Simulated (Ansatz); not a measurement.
**BSi2H7SO: geometry relaxation (part 2 of 2)**

Continued. System: BSi2H7SO, SMILES OB(S)[SiH2][SiH3]. Method: RKS PBE0-D4/6-31G (Ansatz 0.2.0). It belongs to a series of runs on one base structure; here: end point A relaxed.

Geometry of the input (Å):
```
O  -2.3678  0.7788  -0.6478
B  -0.9617  0.8650  -0.6129
S  -0.1042  2.5160  -0.4206
Si 0.1421  -0.7628  -0.7324
Si 1.2779  -1.0195  1.1158
H  -2.6380  0.9282  -1.6222
H  -0.0604  2.4049  0.9999
H  -0.8074  -1.8990  -0.8788
H  0.9694  -0.6908  -1.8493
H  2.0677  -2.2486  1.0742
H  0.3638  -1.0765  2.3138
H  2.1955  0.1492  1.2943
```

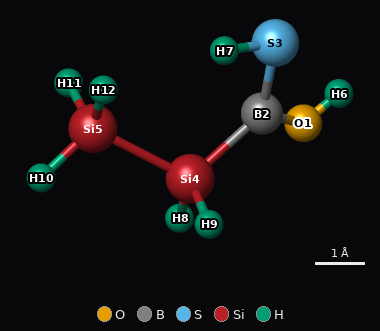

The geometry at step 12 of the log (ball-and-stick view, seen at a tilt; atoms are numbered from 1 in the order of the input).

Trajectory as extended XYZ, continued
```
12
Properties=species:S:1:pos:R:3:forces:R:3 step=5 energy=-29411.33488
O    -2.3942    0.6697   -1.0361    0.0892   0.6912  -0.8290
B    -1.0759    0.8231   -0.7044   -0.0194   0.2095   0.0668
S    -0.3439    2.5854   -0.4576   -0.2789  -0.3579   0.2872
Si    0.0807   -0.8230   -0.7079    0.2067  -0.0866   0.0081
Si    1.3736   -1.0671    1.2512   -0.0744  -0.0298  -0.0877
H    -2.8775    1.4632   -1.3778    0.0548  -0.4544   0.6116
H     0.0824    2.3437    0.8414    0.1117   0.0440  -0.3705
H    -0.7537   -2.0499   -0.9568    0.0231  -0.0359   0.0375
H     1.0380   -0.6747   -1.8850   -0.1529  -0.0093   0.1974
H     2.2185   -2.3123    1.2006   -0.0081   0.0540   0.0212
H     0.4606   -1.1448    2.4451    0.0361  -0.0118   0.0375
H     2.2682    0.1317    1.4213    0.0120  -0.0129   0.0198
12
Properties=species:S:1:pos:R:3:forces:R:3 step=6 energy=-29411.49054
O    -2.3861    0.6639   -1.1868    0.4704   0.4375   0.0037
B    -1.1011    0.8208   -0.7165   -0.2264   0.3437  -0.2234
S    -0.4597    2.5972   -0.3993    0.0789  -0.7136   0.8446
Si    0.0741   -0.8109   -0.6907    0.0848  -0.1050  -0.0160
Si    1.3632   -1.0614    1.2603   -0.0471   0.0038   0.0156
H    -2.9086    1.4812   -1.3156   -0.1350  -0.1871   0.0574
H     0.2583    2.2872    0.7776   -0.2349   0.2132  -0.8290
H    -0.7358   -2.0540   -0.9397   -0.0048  -0.0091   0.0317
H     1.0299   -0.6597   -1.8551   -0.0311  -0.0076   0.0701
H     2.2194   -2.2956    1.1948    0.0036   0.0167   0.0052
H     0.4656   -1.1599    2.4651    0.0338  -0.0022   0.0157
H     2.2579    0.1361    1.4399    0.0077   0.0098   0.0243
12
Properties=species:S:1:pos:R:3:forces:R:3 step=7 energy=-29411.54865
O    -2.3716    0.6960   -1.2845    0.0771   0.2727  -0.1339
B    -1.1176    0.7875   -0.7479    0.2848   0.0874   0.3789
S    -0.5535    2.5083   -0.2467    0.2174   0.2344   0.5897
Si    0.0617   -0.8430   -0.6982   -0.0543  -0.0425  -0.0602
Si    1.3593   -1.0466    1.2553   -0.0317  -0.0090   0.0091
H    -2.9043    1.5142   -1.3429   -0.0846  -0.1770  -0.0097
H     0.3831    2.3688    0.7959   -0.4668  -0.2988  -0.8154
H    -0.7576   -2.0830   -0.9260    0.0306  -0.0544   0.0258
H     1.0134   -0.7037   -1.8613    0.0316  -0.0390   0.0046
H     2.2374   -2.2659    1.1913   -0.0010   0.0139   0.0061
H     0.4836   -1.1498    2.4747    0.0075  -0.0019   0.0071
H     2.2430    0.1619    1.4243   -0.0106   0.0142  -0.0021
12
Properties=species:S:1:pos:R:3:forces:R:3 step=8 energy=-29411.60837
O    -2.3340    0.7229   -1.3454   -0.4257   0.2681   0.0721
B    -1.1222    0.8135   -0.7181    0.0854   0.3594  -0.1063
S    -0.6602    2.5381   -0.1406    1.0922  -0.5503   0.8903
Si    0.0520   -0.8293   -0.6952    0.1021   0.0001   0.0323
Si    1.3509   -1.0369    1.2607   -0.0127  -0.0205  -0.0091
H    -2.9209    1.5127   -1.3474    0.1842  -0.4029  -0.1348
H     0.4800    2.2436    0.6759   -0.9621   0.2553  -0.7900
H    -0.7447   -2.0878   -0.9124   -0.0287   0.0430   0.0113
H     1.0203   -0.7094   -1.8499   -0.0181  -0.0031   0.0217
H     2.2402   -2.2489    1.1921   -0.0060   0.0244   0.0012
H     0.4870   -1.1507    2.4870   -0.0051   0.0063   0.0028
H     2.2285    0.1771    1.4272   -0.0058   0.0202   0.0085
12
Properties=species:S:1:pos:R:3:forces:R:3 step=9 energy=-29411.68053
O    -2.3585    0.7121   -1.3223    0.0082   0.0211   0.1018
B    -1.1297    0.8345   -0.7280    0.0331   0.1407   0.0807
S    -0.6659    2.5274   -0.0822    0.3637  -0.2182   0.1737
Si    0.0608   -0.8037   -0.6861    0.0244   0.0504  -0.0307
Si    1.3411   -1.0511    1.2813   -0.0303   0.0284   0.0006
H    -2.9652    1.4741   -1.3500   -0.0078  -0.0464  -0.0772
H     0.5686    2.2704    0.4986   -0.3766   0.0048  -0.2116
H    -0.7373   -2.0567   -0.9260   -0.0118   0.0202  -0.0038
H     1.0393   -0.6645   -1.8280    0.0235  -0.0383   0.0015
H     2.2430   -2.2521    1.1832   -0.0115   0.0226  -0.0069
H     0.4720   -1.2098    2.5004   -0.0013   0.0082  -0.0266
H     2.2087    0.1643    1.4931   -0.0134   0.0066  -0.0015
12
Properties=species:S:1:pos:R:3:forces:R:3 step=10 energy=-29411.69259
O    -2.3704    0.6988   -1.2597   -0.3112  -0.0382  -0.1854
B    -1.1370    0.8378   -0.7062    0.3960  -0.1086   0.1135
S    -0.6354    2.4947   -0.0477    0.0710   0.1154   0.0572
Si    0.0697   -0.7889   -0.6977   -0.0416   0.0473  -0.0187
Si    1.3207   -1.0233    1.2863   -0.0255  -0.0577  -0.0056
H    -2.9705    1.4583   -1.3451   -0.0942   0.0241   0.0191
H     0.6238    2.1928    0.4012   -0.0167  -0.0004  -0.0009
H    -0.7372   -2.0317   -0.9580    0.0241  -0.0194   0.0250
H     1.0712   -0.6603   -1.8214   -0.0083   0.0089  -0.0028
H     2.2327   -2.2140    1.1619    0.0183   0.0217   0.0490
H     0.4353   -1.2165    2.4890    0.0182   0.0113  -0.0295
H     2.1739    0.1972    1.5313   -0.0302  -0.0043  -0.0210
12
Properties=species:S:1:pos:R:3:forces:R:3 step=11 energy=-29411.69919
O    -2.3726    0.7046   -1.2625   -0.0473   0.0357  -0.0378
B    -1.1260    0.8397   -0.7171    0.0513  -0.0526   0.0547
S    -0.6174    2.4920   -0.0407    0.0095   0.0317   0.0044
Si    0.0734   -0.7896   -0.7126   -0.0125  -0.0477  -0.0355
Si    1.3117   -1.0260    1.2777    0.0149   0.0098   0.0081
H    -2.9839    1.4603   -1.3137   -0.0089  -0.0209   0.0079
H     0.6327    2.1717    0.4175    0.0172   0.0002   0.0060
H    -0.7239   -2.0423   -0.9548   -0.0054   0.0078  -0.0137
H     1.0737   -0.6649   -1.8379   -0.0047   0.0015   0.0079
H     2.2436   -2.2049    1.1939   -0.0071   0.0224   0.0066
H     0.4197   -1.2055    2.4762   -0.0027   0.0083  -0.0193
H     2.1461    0.2097    1.5079   -0.0044   0.0038   0.0106
12
Properties=species:S:1:pos:R:3:forces:R:3 step=12 energy=-29411.70117
O    -2.3690    0.7090   -1.2657    0.0456   0.0768   0.0808
B    -1.1194    0.8288   -0.7126   -0.0840   0.0148  -0.0553
S    -0.5976    2.4753   -0.0224   -0.0211  -0.0237  -0.0083
Si    0.0715   -0.8049   -0.7275    0.0145  -0.0164  -0.0259
Si    1.3046   -1.0105    1.2695    0.0200  -0.0323   0.0116
H    -2.9848    1.4641   -1.2882    0.0520  -0.0531  -0.0110
H     0.6507    2.1457    0.4355    0.0042  -0.0100   0.0016
H    -0.7270   -2.0563   -0.9730    0.0022   0.0092   0.0054
H     1.0721   -0.6765   -1.8515   -0.0072   0.0032   0.0032
H     2.2493   -2.1807    1.2105   -0.0088   0.0199   0.0079
H     0.4008   -1.1831    2.4591   -0.0070   0.0008  -0.0005
H     2.1257    0.2340    1.5003   -0.0105   0.0107  -0.0094
12
Properties=species:S:1:pos:R:3:forces:R:3 step=13 energy=-29411.70196
O    -2.3812    0.7129   -1.2244   -0.0532  -0.0724  -0.0456
B    -1.1177    0.8187   -0.7136    0.0100   0.1144   0.0452
S    -0.5727    2.4681   -0.0453    0.0221  -0.0131   0.0082
Si    0.0765   -0.8113   -0.7391    0.0221  -0.0305  -0.0120
Si    1.2909   -1.0129    1.2725   -0.0299   0.0319  -0.0081
H    -2.9931    1.4690   -1.2474    0.0412   0.0002   0.0202
H     0.6821    2.1388    0.3976   -0.0147  -0.0061  -0.0127
H    -0.7098   -2.0663   -1.0006   -0.0020   0.0008  -0.0014
H     1.0884   -0.6626   -1.8506   -0.0107  -0.0027   0.0043
H     2.2575   -2.1614    1.2272    0.0177  -0.0232   0.0023
H     0.3728   -1.1976    2.4494    0.0006  -0.0033  -0.0013
H     2.0832    0.2495    1.5084   -0.0031   0.0041   0.0011
12
Properties=species:S:1:pos:R:3:forces:R:3 step=14 energy=-29411.70269
O    -2.3748    0.7098   -1.2269   -0.0124  -0.0119  -0.0042
B    -1.1120    0.8211   -0.7114   -0.0301   0.0395   0.0049
S    -0.5660    2.4621   -0.0274   -0.0146  -0.0042  -0.0096
Si    0.0779   -0.8127   -0.7460    0.0088  -0.0201  -0.0089
Si    1.2869   -1.0058    1.2683    0.0080   0.0010  -0.0064
H    -2.9900    1.4639   -1.2416    0.0340  -0.0046   0.0094
H     0.6883    2.1211    0.4045    0.0109  -0.0032   0.0027
H    -0.7139   -2.0657   -1.0011   -0.0030   0.0053  -0.0013
H     1.0836   -0.6695   -1.8634    0.0002  -0.0023   0.0095
H     2.2586   -2.1528    1.2351    0.0027   0.0015   0.0016
H     0.3655   -1.1880    2.4429   -0.0051  -0.0008  -0.0014
H     2.0728    0.2614    1.5010    0.0004  -0.0001   0.0037
12
Properties=species:S:1:pos:R:3:forces:R:3 step=15 energy=-29411.70277
O    -2.3754    0.7086   -1.2249   -0.0049  -0.0110  -0.0016
B    -1.1128    0.8225   -0.7098   -0.0054   0.0108  -0.0031
S    -0.5662    2.4638   -0.0287   -0.0107  -0.0012  -0.0058
Si    0.0770   -0.8126   -0.7458    0.0159  -0.0097  -0.0064
Si    1.2889   -1.0067    1.2664   -0.0047  -0.0046   0.0100
H    -2.9891    1.4633   -1.2406    0.0109   0.0069   0.0064
H     0.6886    2.1216    0.4011    0.0090   0.0001   0.0033
H    -0.7182   -2.0631   -1.0020    0.0016   0.0023   0.0008
H     1.0861   -0.6716   -1.8600   -0.0068   0.0017  -0.0040
H     2.2635   -2.1517    1.2381   -0.0050   0.0048  -0.0055
H     0.3625   -1.1907    2.4368    0.0023  -0.0013   0.0067
H     2.0720    0.2615    1.5035   -0.0022   0.0014  -0.0007
12
Properties=species:S:1:pos:R:3:forces:R:3 step=16 energy=-29411.70287
O    -2.3759    0.7076   -1.2206   -0.0102  -0.0190  -0.0090
B    -1.1119    0.8220   -0.7099    0.0090   0.0039   0.0014
S    -0.5643    2.4646   -0.0330   -0.0024   0.0003  -0.0014
Si    0.0786   -0.8133   -0.7469    0.0017   0.0015  -0.0002
Si    1.2865   -1.0072    1.2680   -0.0003  -0.0014   0.0038
H    -2.9886    1.4628   -1.2358    0.0009   0.0137   0.0060
H     0.6916    2.1240    0.3959    0.0034   0.0008   0.0003
H    -0.7166   -2.0633   -1.0047    0.0007   0.0000   0.0008
H     1.0865   -0.6702   -1.8618   -0.0007   0.0001   0.0004
H     2.2632   -2.1501    1.2372   -0.0011   0.0019  -0.0014
H     0.3610   -1.1944    2.4388    0.0003  -0.0020  -0.0002
H     2.0668    0.2624    1.5068   -0.0011   0.0001  -0.0006
12
Properties=species:S:1:pos:R:3:forces:R:3 step=17 energy=-29411.70290
O    -2.3770    0.7074   -1.2184   -0.0085  -0.0082   0.0018
B    -1.1123    0.8218   -0.7085    0.0033   0.0058  -0.0096
S    -0.5633    2.4651   -0.0350   -0.0051   0.0029  -0.0040
Si    0.0780   -0.8132   -0.7458    0.0042  -0.0036  -0.0006
Si    1.2853   -1.0085    1.2693    0.0002  -0.0036   0.0035
H    -2.9884    1.4641   -1.2337    0.0049   0.0041   0.0042
H     0.6966    2.1280    0.3842    0.0040  -0.0022   0.0047
H    -0.7161   -2.0637   -1.0053    0.0013   0.0019   0.0008
H     1.0870   -0.6685   -1.8595   -0.0017   0.0002  -0.0002
H     2.2666   -2.1474    1.2358   -0.0010   0.0027  -0.0026
H     0.3600   -1.2038    2.4388   -0.0010  -0.0001   0.0017
H     2.0603    0.2636    1.5121   -0.0005   0.0000   0.0002
12
Properties=species:S:1:pos:R:3:forces:R:3 step=18 energy=-29411.70298
O    -2.3795    0.7060   -1.2101   -0.0009  -0.0045  -0.0035
B    -1.1107    0.8223   -0.7109    0.0014  -0.0063   0.0091
S    -0.5591    2.4676   -0.0444    0.0036   0.0053  -0.0043
Si    0.0795   -0.8132   -0.7465   -0.0007   0.0037  -0.0032
Si    1.2821   -1.0102    1.2715   -0.0016   0.0018   0.0008
H    -2.9896    1.4637   -1.2226   -0.0024   0.0037   0.0017
H     0.7033    2.1330    0.3703   -0.0026  -0.0019   0.0009
H    -0.7135   -2.0637   -1.0084   -0.0002   0.0013  -0.0006
H     1.0903   -0.6667   -1.8583    0.0025  -0.0022   0.0004
H     2.2694   -2.1436    1.2345    0.0006   0.0007  -0.0010
H     0.3552   -1.2155    2.4382    0.0004   0.0005  -0.0016
H     2.0495    0.2653    1.5207   -0.0001  -0.0020   0.0013
```
